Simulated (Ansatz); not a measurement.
CH$_{3}$F$_{2}$NSi: several calculations on one system

Part 1: Relaxation

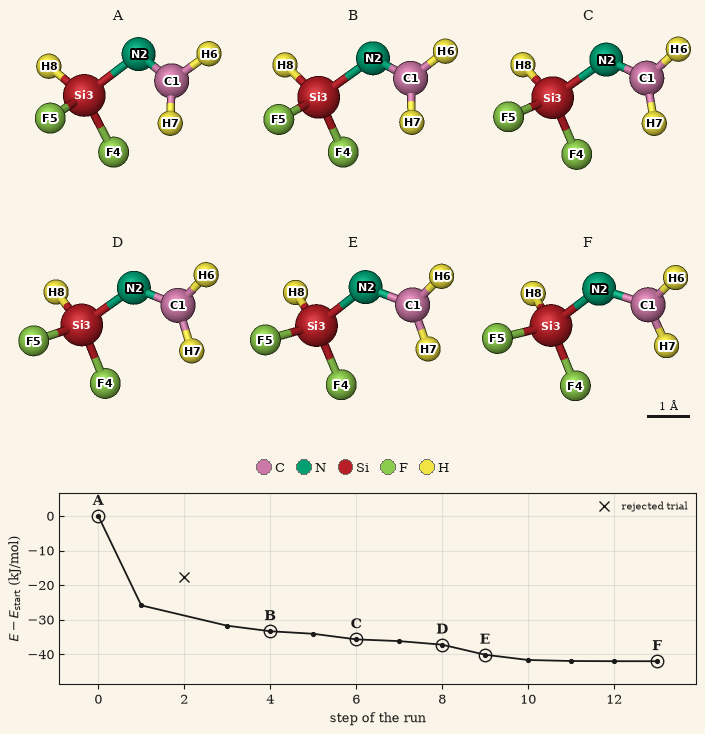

Frames of a relaxation of CH₃F₂NSi, marked on the history of the run. A ball-and-stick model, seen at a tilt.

The run prepares an end point of a later path (torsion) calculation, from a guessed geometry.

These are results of Ansatz, RKS PBE0-D4/def2-SVP, not measurements. Set-up: no spin polarisation; force threshold 0.015 eV/Å; at most 40 steps.

**Describe the path.**

Over 12 accepted moves (13 points after the start) the energy falls by 42.0 kJ/mol. Largest force component: 4.4 eV/Å at the start, 0.0094 eV/Å at the end. The line search rejected the trial step at point 2 of the run. H7 moves most after the best rigid fit: 0.94 Å. By element the largest moves are H 0.94 Å, F 0.61 Å, N 0.56 Å, C 0.17 Å, Si 0.17 Å. Near-neighbour distances that change, for instance: Si3–H8 1.410 → 1.473 Å, C1–H6 1.167 → 1.106 Å, C1–N2 1.312 → 1.263 Å, Si3–F4 1.661 → 1.618 Å. Bond angles that change, for instance: C1–N2–Si3 113.1° → 126.5°, N2–C1–H6 113.9° → 120.3°, N2–C1–H7 130.2° → 124.3°. Groups turn about N2–Si3 by about 60°. From step 0 to 4: F5 moves most (0.18 Å), energy −33.3 kJ/mol. From step 4 to 6: H7 moves most (0.24 Å), energy −2.35 kJ/mol. From step 6 to 8: H7 moves most (0.26 Å), energy −1.54 kJ/mol. From step 8 to 9: H7 moves most (0.20 Å), energy −2.91 kJ/mol. From step 9 to 13: H7 moves most (0.21 Å), energy −1.87 kJ/mol.

Part 2: Relaxation

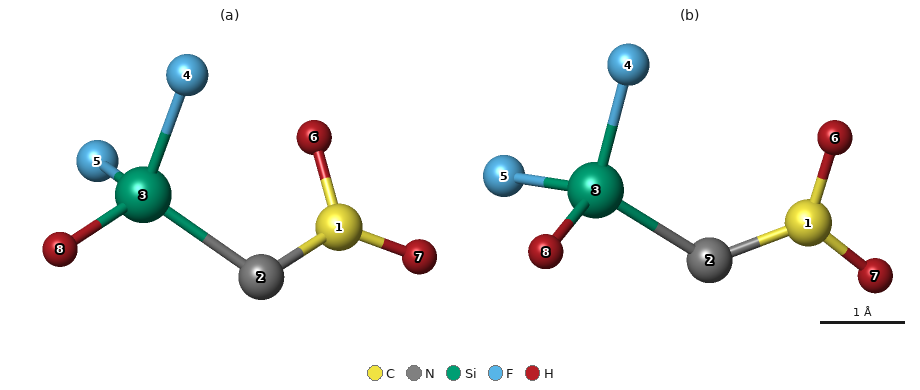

The structure of CH₃F₂NSi before (left) and after (right) a relaxation, at one scale.

The picture is a ball-and-stick view, seen from a free direction.

The run prepares an end point of a later path (torsion) calculation, from a guessed geometry.

The calculation used Ansatz 0.2.0, RKS PBE0-D4/def2-SVP.

Input file:
```yaml
crystal:
  periodic: [false, false, false]
  atoms:
    - { symbol: C, position_ang: [0.4294, 1.3307, 0.1468] }
    - { symbol: "N", position_ang: [-0.7004, 0.6907, -0.0378] }
    - { symbol: Si, position_ang: [-2.07074, 1.74439, -0.12699] }
    - { symbol: F, position_ang: [-2.05959, 2.656, 1.26187] }
    - { symbol: F, position_ang: [-1.77927, 2.79453, -1.32034] }
    - { symbol: H, position_ang: [0.312, 2.4904, 0.1996] }
    - { symbol: H, position_ang: [1.4281, 0.958, 0.23] }
    - { symbol: H, position_ang: [-3.27911, 1.04668, -0.33323] }
basis:
  gaussian: { orbitals: def2-SVP }
hamiltonian:
  xc: pbe0
  dispersion: d4
relax:
  f_tol: 0.015
  max_steps: 40
output:
  orbitals: {}
```

Command:
```bash
ansatz run input.yaml --threads 1 --pin off --max-ram 2048MiB --backend cpu --events-out ev --progress --plain --runs-dir out
```

Describe what moved and what it gained.

Answer. The energy falls by 0.547 eV in 18 accepted moves (22 points after the start). Largest force component: 4.5 eV/Å at the start, 0.011 eV/Å at the end. The line search rejected the trial steps at points 2, 8, 12, 20 of the run. The largest move after the best rigid fit is that of H6, 1.02 Å. By element the largest moves are H 1.02 Å, F 0.68 Å, N 0.62 Å, Si 0.18 Å, C 0.13 Å. Near-neighbour distances that change, for instance: Si3–H8 1.410 → 1.473 Å, C1–H6 1.167 → 1.109 Å, C1–N2 1.312 → 1.263 Å, Si3–F4 1.661 → 1.617 Å. Among the angles between lasting bonds that change: C1–N2–Si3 113.1° → 126.5°, N2–C1–H6 113.9° → 124.3°, N2–C1–H7 130.2° → 120.3°. Groups turn about N2–Si3 by about 60°. The run took 2.4 min on 1 thread of Arm Neoverse N1, with other jobs on the host, peak memory 0.27 GiB.

Part 3: Path

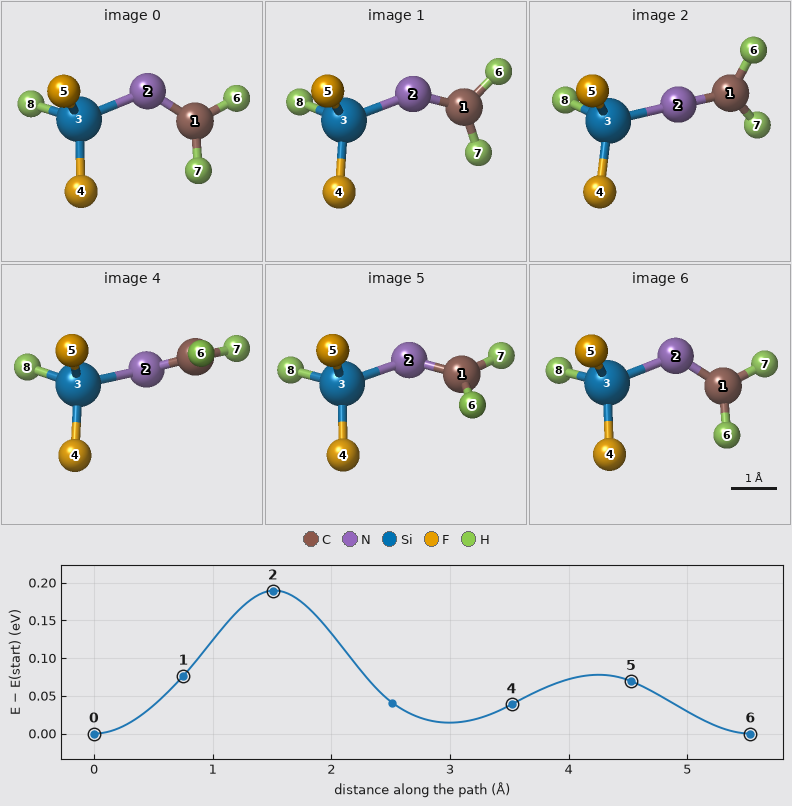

A nudged-elastic-band calculation for CH3F2NSi. Images are numbered from 0 (start) to 6 (end). A ball-and-stick model, seen at a tilt.

Level of theory: RKS PBE0-D4/def2-SVP in Ansatz 0.2.0. Settings: 5 movable images; climbing image; force threshold 0.03 eV/Å; iteration limit 60; starting path through a guess of the saddle point.

Q: Describe the mechanism and the energy profile.

A: The two ends have the same energy, and the highest point, image 2, lies 0.190 eV above the start. The path has more than one stage, and so few images may leave a stage unresolved. No bond forms or breaks between the ends. Among the angles between lasting bonds that change up to the highest image: C1–N2–Si3 126.5° → 178.7°, N2–Si3–F5 108.1° → 111.8°. The band converged in 28 iterations. The largest component of the band force went from 93 to 0.022 eV/Å. The climbing image converged on the top of the path. Its vibrational analysis gives one imaginary mode (183i cm⁻¹), as a transition state must have.

Cost: 12 min on 1 thread of Arm Neoverse N1 (shared host), peak memory 0.28 GiB.
